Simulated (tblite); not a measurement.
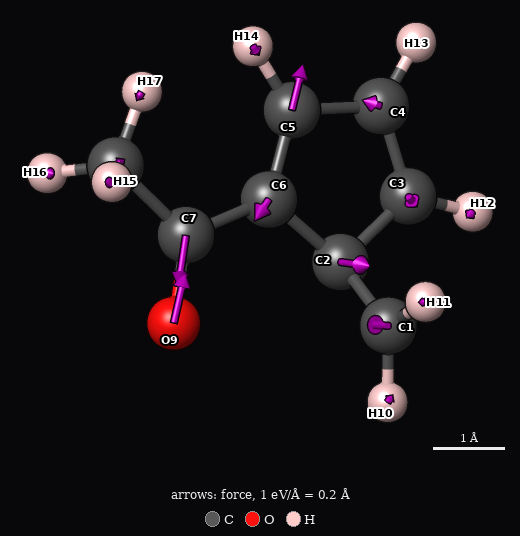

Starting geometry of C8H8O (charge +1, multiplicity 2) with the computed forces as purple arrows. A ball-and-stick model, seen at a tilt.

Computed with GFN2-xTB geometry optimisation, gas phase (tblite 0.8.0). 

What follows when this structure is relaxed?

It isn't relaxed: the largest force vector, on a C atom, is 3.88 eV/Å. The final displacements have little in common with the starting forces (cosine between the two patterns 0.20). Over 132 geometry steps the energy falls by 266.5 kJ/mol. An H atom moves most after the best rigid fit: 1.73 Å. By element the largest moves are H 1.73 Å, C 0.58 Å, O 0.39 Å. Among the contacts that change: C–C 1.476 → 1.337 Å, C–O 1.267 → 1.199 Å, C–C 1.325 → 1.381 Å, C–C 1.472 → 1.420 Å. Among the angles between lasting bonds that change: C–C–C 111.3° → 128.5°, C–C–C 114.7° → 126.9°, C–C–H 120.6° → 127.1°. Groups turn about C–C by about 45°. Cost: 0.96 s on 1 thread of Arm Neoverse V1, with other jobs on the host.
